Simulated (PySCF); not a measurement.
**AlH3, charge −1, doublet, SMILES `[AlH3-]`: what the electrons do**

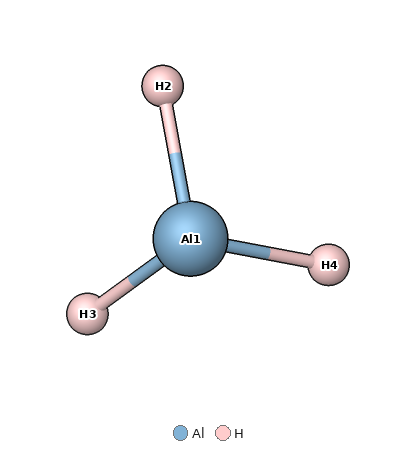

The molecule, with its atoms numbered as below. No frequency check shows the geometry to be a minimum.

Cartesian coordinates (Å):

```
Al1      0.0000    0.0000   -0.1429
H2      -0.3149   -1.4671    0.6192
H3      -1.1135    1.0058    0.6194
H4       1.4278    0.4608    0.6197
```

### 1. Bonding charge

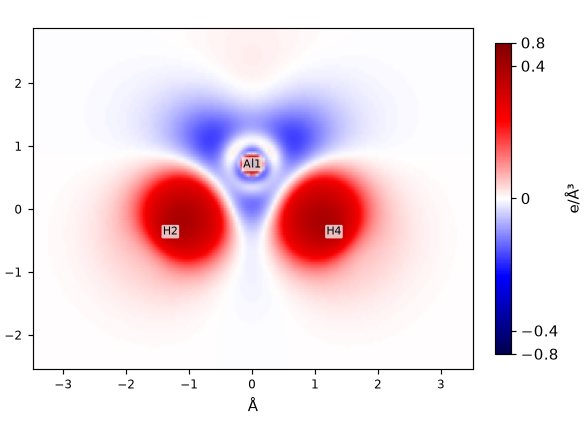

Deformation density (molecule less spherical, spin-averaged free atoms) in the plane of Al1, H2 and H4; colour scale in e/Å³, logarithmic beyond ±0.1; red: gain, blue: loss.

Computed with PySCF, HF/def2-SVPD, geometry: GFN2-xTB. The stability of the open-shell solution wasn't checked. GFN2-xTB doesn't know the spin state, so this open-shell geometry is rough.

**How much density has each bond in this plane gained at its critical point, relative to the free atoms?**

Al1–H2 and Al1–H4: +0.09 e/Å³ at the bond critical point (bond length 1.68 Å). In all, 1.3 electrons gather in the regions of gain relative to the promolecule of neutral atoms (this includes the anion's extra charge). A small or negative value marks a very polar bond, one between electron-rich atoms, whose free-atom densities already overlap strongly, a long bond to a heavier atom, or a closed-shell contact such as a hydrogen bond.

**Where do the Hirshfeld charges lie?**

The highest Hirshfeld charge is on Al1 (−0.22 e), the lowest on H2, H3 and H4 (−0.26 e).

### 2. Bond critical points

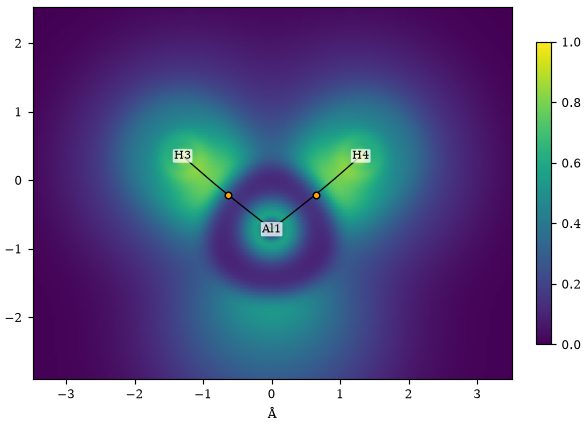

Localised orbital locator (LOL) in the plane of Al1, H3 and H4, with bond paths and bond critical points (dots).

**Rank the bonds in the plane by LOL at their critical points.**

Al1–H3 and Al1–H4: about 0.29. Values above 0.5 mark slow, localised electrons, as in shared pairs; low values at a critical point mark a polar or closed-shell contact whose critical point lies between the shells.

### 3. Local ionisation energy

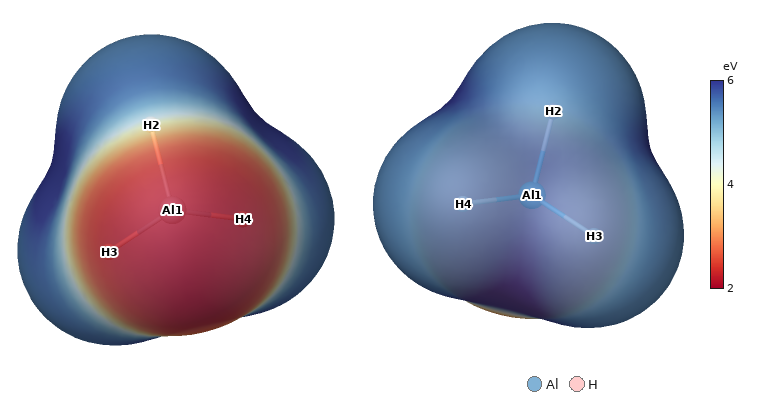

Average local ionisation energy on the surface of electron density 0.001 a.u. (back view left, front view right).

**Where are the most loosely bound electrons on this surface?**

The lowest value is 2.1 eV, 3.0 Å from Al1. Further minima include 5.4 eV, 1.7 Å from H2, and at like points elsewhere; 5.4 eV, 1.7 Å from H4, and at like points elsewhere. For comparison, the highest occupied orbital lies at −2.0 eV.

### 4. Spin density

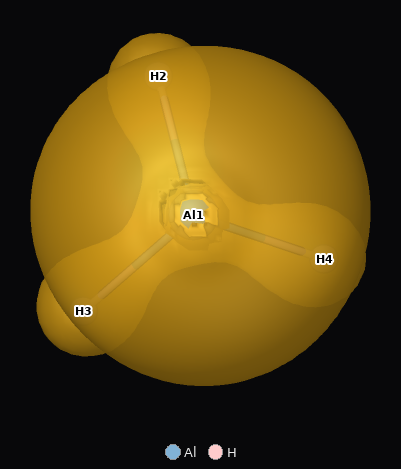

Spin density ρα − ρβ at ±0.01 e/Å³ (yellow: excess α, teal: excess β).

**Where is the unpaired spin?**

Hirshfeld spin populations: Al1 +0.90. ⟨S²⟩ = 0.75, as for a pure state.

### 5. In an electric field

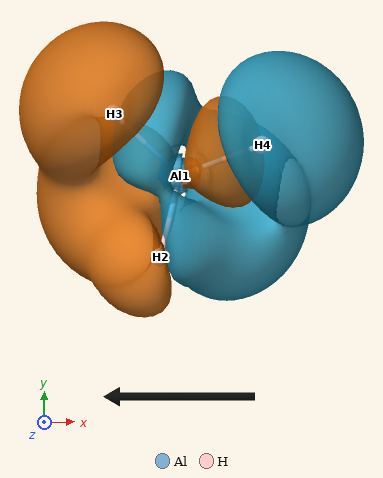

Change of the electron density in a uniform field of 0.15 V/Å along −x (arrow), surfaces at ±0.0004 e/Å³ (light blue: gain, orange: loss).

PySCF calculation, B3LYP/6-311+G**, gas phase; geometry: GFN2-xTB. For an anion such functionals hold the outermost electrons too loosely, so the response is rough. The basis has diffuse s and p functions alone, which still leaves polarisabilities too small, most of all across bonds. The stability of the open-shell solution wasn't checked. GFN2-xTB doesn't know the spin state, so this open-shell geometry is rough.

**How large is the response?**

The induced dipole is 0.43 D (along the field); α along this axis, from the fields in both directions, is 57 bohr³ (8.5 Å³).

**Which atoms gain and lose the most charge?**

Electrons gather most on H4 (Hirshfeld charge changes by −0.011 e) and leave H3 most (+0.009 e); 0.036 electrons are displaced in all.

The PySCF runs shown took 2.5 s and 14 s on 1 thread of Intel(R) Xeon(R) Processor @ 2.50GHz (Skylake/Cascade Lake) (shared host).
